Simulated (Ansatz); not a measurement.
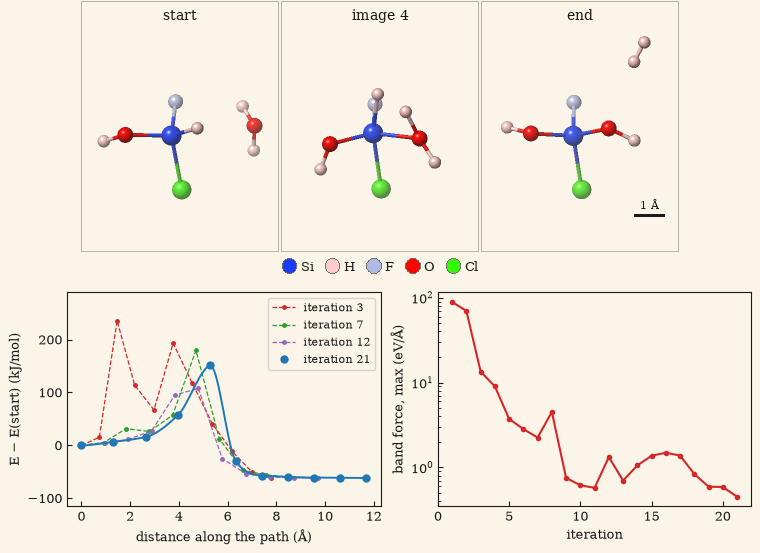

NEB run on SiH₄O₂ClF, made up at the start of SiH2OClF and H₂O. Images are numbered from 0 (start) to 10 (end). The plot follows the band through its iterations. Style: ball-and-stick. Shown at a tilt.

Theory: Ansatz, RKS B3LYP-D4/def2-SVP. Settings: 9 movable images; climbing image; force threshold 0.5 eV/Å; iteration limit 60; starting path through a guess of the saddle point.

> How did the profile develop, and is the result final?

The run met only a loose threshold, so the barrier can't be trusted yet. The band converged in 21 iterations. The largest component of the band force went from 89 to 0.45 eV/Å. The climbing image converged on the top of the path. Its curvatures weren't checked. The force threshold is so loose that the height of the top is at best an upper bound. The first iteration put the highest image at 2177.6 kJ/mol. Forward barrier 151.1 kJ/mol, backward barrier 212.8 kJ/mol, with image 4 at the top; the reaction energy is −61.7 kJ/mol.

Limits of the set-up: the start holds two separate molecules, 2.3 Å apart at their closest, whose relative position is a soft coordinate.
